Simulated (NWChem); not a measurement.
# One shape, several levels: SnSiNH5O (SMILES [NH2][Sn][O][SiH3])

Aim: a comparison of 3 runs (HF/def2-SVP, wB97X/3-21G, PBE0/def2-SVP) of SnSiNH5O. 

Program for the calculation: NWChem 7.3.0.

## Step 1: The structure to begin with

The species is SnSiNH5O (9 atoms), meant as a singlet with charge 0. SMILES: `[NH2][Sn][O][SiH3]`. The coordinates come from a PBE0-D4/def2-TZVP relaxation. This is one conformer, not always the lowest.

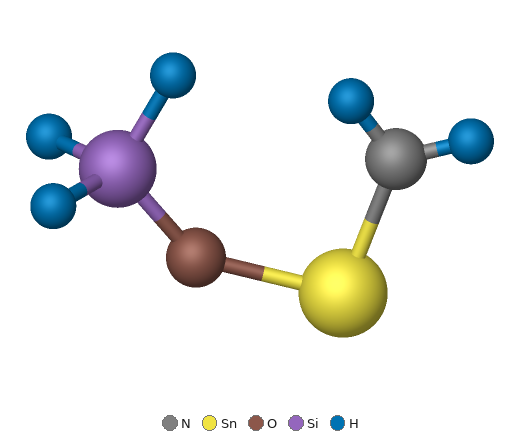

The structure, seen from a chosen angle (nitrogen grey, tin yellow, oxygen brown, silicon purple, hydrogen blue).

## Step 2: Energy and forces at HF/def2-SVP (core potential) (run 1)

run.py

```python
from ase import Atoms
from ase.calculators.nwchem import NWChem

atoms = Atoms(['N', 'Sn', 'O', 'Si', 'H', 'H', 'H', 'H', 'H'], positions=[
    [-0.671400, 1.493600, -1.238200],
    [0.551800, 0.169600, -2.130200],
    [0.832700, -0.940300, -0.503400],
    [0.448500, -1.088800, 1.066900],
    [-0.946600, 1.449700, -0.267600],
    [-1.089500, 2.283000, -1.705900],
    [-0.480900, -0.008600, 1.522400],
    [1.669000, -1.012700, 1.916500],
    [-0.225100, -2.392000, 1.322100],
])

calc = NWChem(
    label='a',
    theory='scf',
    memory='2200 mb',
    basis='def2-SVP',
    basispar='spherical bse',
    scf={'nopen': '0', 'rhf': None, 'thresh': '1e-08', 'maxiter': '80'},
    **{'ecp bse': {'Sn library': 'def2-SVP'}},
)
atoms.calc = calc

forces = atoms.get_forces()
e = atoms.get_potential_energy()
print(f"E = {e:.6f} eV")
print("forces (eV/A):")
for s, f in zip(atoms.symbols, forces):
    print(f"{s:2s} {f[0]:10.5f} {f[1]:10.5f} {f[2]:10.5f}")
print("dipole (e A):", atoms.get_dipole_moment().round(4))
```

Launch:

```
$ export ASE_NWCHEM_COMMAND="nwchem PREFIX.nwi > PREFIX.nwo"
$ python run.py
```

The log of the run:

```text
E = -17262.375630 eV
forces (eV/A):
N    -0.20847    0.18615    0.23320
Sn    0.13020   -0.03543   -0.33501
O    -0.12737    0.18322   -0.01049
Si    0.06397   -0.22991    0.31599
H     0.02422    0.11339   -0.33167
H     0.10156   -0.21145    0.16157
H     0.08701   -0.10382   -0.03785
H    -0.10937   -0.00504   -0.02113
H     0.03821    0.10290    0.02540
dipole (e A): [-0.1605  0.3707 -0.3353]
```

The calculator wrote a.nwi:

```
title "a"

permanent_dir a

scratch_dir a

start a

geometry units angstrom nocenter noautosym noautoz
  N  -6.7140000000000000e-01 1.4936000000000000e+00 -1.2382000000000000e+00
  Sn 5.5179999999999996e-01 1.6960000000000000e-01 -2.1301999999999999e+00
  O  8.3270000000000000e-01 -9.4030000000000002e-01 -5.0339999999999996e-01
  Si 4.4850000000000001e-01 -1.0888000000000000e+00 1.0669000000000000e+00
  H  -9.4660000000000000e-01 1.4497000000000000e+00 -2.6760000000000000e-01
  H  -1.0894999999999999e+00 2.2829999999999999e+00 -1.7059000000000000e+00
  H  -4.8089999999999999e-01 -8.6000000000000000e-03 1.5224000000000000e+00
  H  1.6690000000000000e+00 -1.0126999999999999e+00 1.9165000000000001e+00
  H  -2.2509999999999999e-01 -2.3919999999999999e+00 1.3221000000000001e+00
end

memory 2200 mb

basis spherical bse noprint
   * library def2-SVP
end

scf
  nopen 0
  rhf
  thresh 1e-08
  maxiter 80
end
ecp bse
  Sn library def2-SVP
end

task scf gradient
```

a.nwo:

```text
Northwest Computational Chemistry Package (NWChem) 7.3.0
             --------------------------------------------------------

           Job information
           ---------------

    nwchem branch   = 7.3.0
    use scalapack   = T
    input           = a.nwi
    prefix          = a.
    data base       = a/a.db
    status          = startup
    nproc           =        1

           Memory information
           ------------------

    heap     =     72089596 doubles =      550.0 Mbytes
    stack    =     72089601 doubles =      550.0 Mbytes
    global   =    144179200 doubles =     1100.0 Mbytes (distinct from heap & stack)
    total    =    288358397 doubles =     2200.0 Mbytes
    verify   = yes
    hardfail = no

[... 141 lines left out ...]
 Convergence threshold     :          1.000E-08
[... 13 lines left out ...]
       Final RHF  results
[... 3 lines left out ...]
      One-electron energy =  -1458.383046797421
[... 1 line left out ...]
 Nuclear repulsion energy =    250.672949994522
[... 46 lines left out ...]
                       ROHF Final Molecular Orbital Analysis
[... 302 lines left out ...]
                         RHF ENERGY GRADIENTS

    atom               coordinates                        gradient
                 x          y          z           x          y          z
   1 N      -1.268762   2.822495  -2.339859    0.004054  -0.003620  -0.004535
   2 Sn      1.042751   0.320498  -4.025494   -0.002532   0.000689   0.006515
   3 O       1.573575  -1.776909  -0.951288    0.002477  -0.003563   0.000204
[... 5 lines of this table left out ...]
   9 H      -0.425377  -4.520225   2.498407   -0.000743  -0.002001  -0.000494

                 ----------------------------------------
                 |  Time  |  1-e(secs)   |  2-e(secs)   |
                 ----------------------------------------
                 |  CPU   |       0.04   |       5.22   |
                 ----------------------------------------
                 |  WALL  |       0.04   |       5.22   |
                 ----------------------------------------

 Task  times  cpu:       21.8s     wall:       21.8s
 Total times  cpu:       21.9s     wall:       21.9s
```

It took 23 s on 1 thread of Intel Xeon 6975P-C (Granite Rapids), shared host; peak memory 0.099 GiB.

## Step 3: Energy and forces at wB97X/3-21G (run 2)

job.nw

```
start job
memory stack 880 mb heap 220 mb global 1100 mb

geometry units angstrom noautosym nocenter noautoz
 N       -0.671400       1.493600      -1.238200
 Sn       0.551800       0.169600      -2.130200
 O        0.832700      -0.940300      -0.503400
 Si       0.448500      -1.088800       1.066900
 H       -0.946600       1.449700      -0.267600
 H       -1.089500       2.283000      -1.705900
 H       -0.480900      -0.008600       1.522400
 H        1.669000      -1.012700       1.916500
 H       -0.225100      -2.392000       1.322100
end

basis "ao basis" spherical bse
 * library 3-21G
end

dft
 xc wb97x
 grid xfine
 convergence energy 1e-08
 iterations 100
 mulliken
 noprint "final vectors analysis"
end

task dft gradient
```

Launch:

```
$ nwchem job.nw > job.out
```

The log of the run:

```text
[...]
          Wavefunction type:  closed shell.
          No. of atoms     :     9
          No. of electrons :    84
[...]
          Charge           :     0
          Spin multiplicity:     1
[...]
          AO basis - number of functions:    72
[...]
              XC Information
              --------------
                       wb97x  Method XC Functional
                     Hartree-Fock (Exact) Exchange  1.000
                         wb97x Exchange Functional  1.000
                      wb97x Correlation Functional  1.000
[...]
 d= 0,ls=0.0,diis     1  -6419.0263867292 -6.86D+03  1.86D-02  1.00D+00     3.7
[...]
 d= 0,ls=0.0,diis     9  -6419.1368602413 -7.43D-09  2.18D-06  1.46D-08    31.4
         Total DFT energy =    -6419.136860241274
      One electron energy =    -9740.816942455240
           Coulomb energy =     3077.439075139388
    Exchange-Corr. energy =     -199.558647267495
 Nuclear repulsion energy =      443.799654342073
[...]
      Total Density - Mulliken Population Analysis
     ---------------------------------------------
    Atom       Charge   Shell Charges
 -----------   ------   -------------------------------------------------------
    1 N    7     7.95   1.98  0.36  1.85  1.29  2.45
    2 Sn  50    49.14   2.00  2.00  6.00  2.00  5.99  2.00  5.94  0.98  0.96  0.80  0.49 10.00  9.99
    3 O    8     8.84   1.98  0.40  2.13  1.47  2.85
    4 Si  14    13.13   2.00  1.97  5.85  0.71  1.57  0.47  0.56
    5 H    1     0.69   0.45  0.25
    6 H    1     0.70   0.45  0.24
    7 H    1     1.21   0.43  0.77
    8 H    1     1.17   0.43  0.74
    9 H    1     1.17   0.43  0.74
[...]
  wavefunction    = closed shell
[...]
                         DFT ENERGY GRADIENTS
    atom               coordinates                        gradient
                 x          y          z           x          y          z
   1 N      -1.268762   2.822495  -2.339859   -0.008834   0.010988   0.003471
   2 Sn      1.042751   0.320498  -4.025494   -0.000333   0.003009  -0.005823
   3 O       1.573575  -1.776909  -0.951288   -0.002561  -0.016222   0.045189
   4 Si      0.847542  -2.057534   2.016149    0.002884   0.008149  -0.027798
   5 H      -1.788815   2.739536  -0.505691    0.002609  -0.000551  -0.007168
   6 H      -2.058856   4.314244  -3.223684    0.002229  -0.005056   0.004276
   7 H      -0.908769  -0.016252   2.876919    0.003331  -0.002892  -0.003907
   8 H       3.153953  -1.913726   3.621660   -0.001726  -0.000210  -0.004770
   9 H      -0.425377  -4.520225   2.498407    0.002399   0.002785  -0.003470
[...]
```

It took 41 s on 1 thread of Intel Xeon 6975P-C (Granite Rapids), shared host; peak memory 0.14 GiB.

## Step 4: Energy and forces at PBE0/def2-SVP (core potential) (run 3)

m1.nw

```
start m1
title "H5NOSiSn gradient"
memory 2200 mb

geometry units angstrom noautosym nocenter noautoz
  N    -0.671400    1.493600   -1.238200
  Sn    0.551800    0.169600   -2.130200
  O     0.832700   -0.940300   -0.503400
  Si    0.448500   -1.088800    1.066900
  H    -0.946600    1.449700   -0.267600
  H    -1.089500    2.283000   -1.705900
  H    -0.480900   -0.008600    1.522400
  H     1.669000   -1.012700    1.916500
  H    -0.225100   -2.392000    1.322100
end

basis spherical bse
  * library def2-SVP
end

ecp bse
  Sn library def2-SVP
end

dft
  xc pbe0
  mult 1
  grid fine
  convergence energy 1e-08
  maxiter 100
  mulliken
end

task dft gradient
```

Launch:

```
$ nwchem m1.nw > m1.out
```

The log of the run:

```text
[...]
          Wavefunction type:  closed shell.
          No. of atoms     :     9
          No. of electrons :    56
[...]
          Charge           :     0
          Spin multiplicity:     1
[...]
          AO basis - number of functions:    97
[...]
              XC Information
              --------------
                         PBE0 Method XC Functional
                     Hartree-Fock (Exact) Exchange  0.250
          PerdewBurkeErnzerhof Exchange Functional  0.750
            Perdew 1991 LDA Correlation Functional  1.000 local
           PerdewBurkeErnz. Correlation Functional  1.000 non-local
[...]
 d= 0,ls=0.0,diis     1   -636.2660937147 -8.87D+02  1.83D-02  9.04D-01     2.2
[...]
 d= 0,ls=0.0,diis     8   -636.3799486489 -5.41D-09  4.29D-06  1.88D-07    13.6
         Total DFT energy =     -636.379948648856
      One electron energy =    -1458.955073629148
           Coulomb energy =      628.066254226024
    Exchange-Corr. energy =      -56.164079240253
 Nuclear repulsion energy =      250.672949994522
[...]
  wavefunction    = closed shell
                         DFT ENERGY GRADIENTS
    atom               coordinates                        gradient
                 x          y          z           x          y          z
   1 N      -1.268762   2.822495  -2.339859   -0.000470   0.000686  -0.000057
   2 Sn      1.042751   0.320498  -4.025494   -0.003338  -0.000913   0.012716
   3 O       1.573575  -1.776909  -0.951288   -0.003965   0.002842   0.006253
   4 Si      0.847542  -2.057534   2.016149    0.001639   0.002335  -0.010556
   5 H      -1.788815   2.739536  -0.505691    0.002078  -0.000281  -0.005982
   6 H      -2.058856   4.314244  -3.223684    0.002691  -0.004979   0.002737
   7 H      -0.908769  -0.016252   2.876919    0.001978  -0.002068  -0.001487
   8 H       3.153953  -1.913726   3.621660   -0.002030  -0.000060  -0.002355
   9 H      -0.425377  -4.520225   2.498407    0.001416   0.002438  -0.001268
[...]
```

It took 21 s on 1 thread of Intel Xeon 6975P-C (Granite Rapids), shared host; peak memory 0.13 GiB.

## Step 5: Overview of the runs

| run | level | core potential | iteration cap | energy (Eh) | dipole moment (D) | HOMO energy (eV) | LUMO energy (eV) | wall time |
| --- | --- | --- | --- | --- | --- | --- | --- | --- |
| 1 | HF/def2-SVP (core potential) | def2-SVP | 80 | -634.380609 | 2.52 | -9.72 | 1.06 | 23 s |
| 2 | wB97X/3-21G | – | 100 | -6419.136860 | 2.46 | – | – | 41 s |
| 3 | PBE0/def2-SVP (core potential) | def2-SVP | 100 | -636.379949 | 2.56 | -7.31 | -1.64 | 21 s |

## Step 6: Summary of results

| quantity | value |
| --- | --- |
| run 3: total energy | -636.37995 Eh |
| run 3: dipole moment | 2.56 D |
| run 3: HOMO energy | -7.31 eV |
| run 3: LUMO energy | -1.64 eV |
| run 3: HOMO–LUMO gap | 5.67 eV |
| run 3: largest force on an atom | 0.678 eV/Å |

The dipole moment (its size) runs from 2.46 D (wB97X/3-21G) to 2.56 D (PBE0/def2-SVP). The two ends differ in method and basis and core potential. Totals of different functionals can't be ranked against each other. Some runs of one species differ in core potentials or relativity; totals across that change don't compare. In run 2 relativity is left out where basis or elements ask for it. All runs together took 84 s, the longest 41 s.
